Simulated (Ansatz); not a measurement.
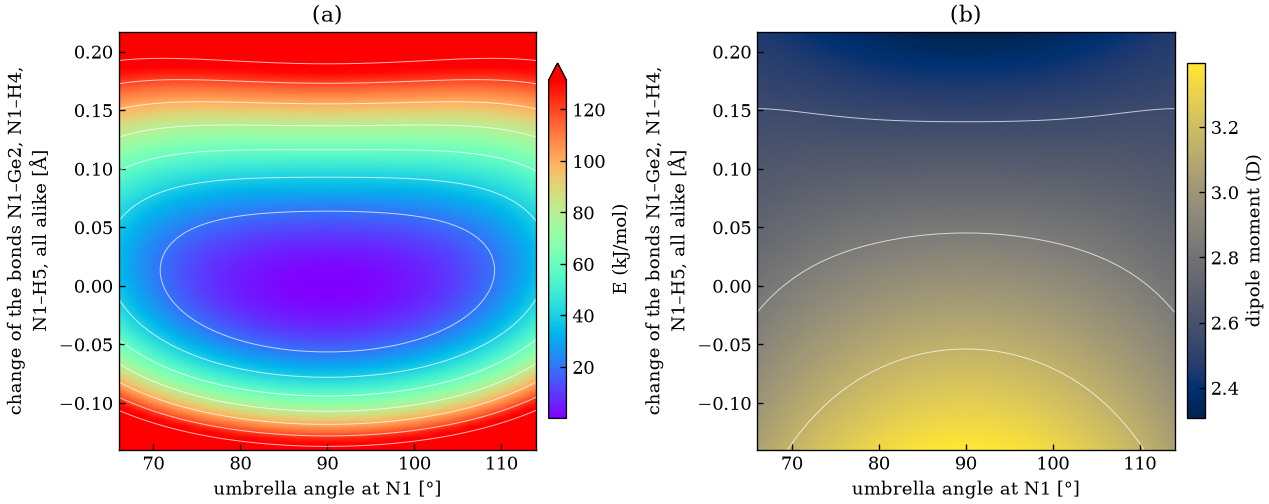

BrGeH₂N, SMILES [NH2][Ge][Br]. The first coordinate is: umbrella angle at N1 (between each of its bonds and their common axis; 90 is planar); the second: change of the bonds N1–Ge2, N1–H4, N1–H5, all alike. Nothing is relaxed (all other coordinates rigid). The scan uses an 11 × 11 grid; 66 points were computed and 55 follow by symmetry. Points are written as (first, second). All energies are given in kJ/mol relative to the relaxed molecule at the same level. Theory: Ansatz 0.2.0, RHF-MP2, frozen core/def2-TZVP.

Panel (a) is the energy and panel (b) the computed dipole moment on the same grid.

The picture shows a smooth colour map with a few white contour lines, one colour for all values above the top of the scale. Between grid points the surface is interpolated.

Question: How does the dipole moment vary over the map, and what is it at the lowest grid point?

Answer: Leaving out the highest fifth of the energies, it runs from 2.42 D at (90.0°, 0.181 Å) to 3.30 D at (90.0°, −0.105 Å). At the lowest grid point, (90.0°, 0.003 Å), it is 2.98 D.
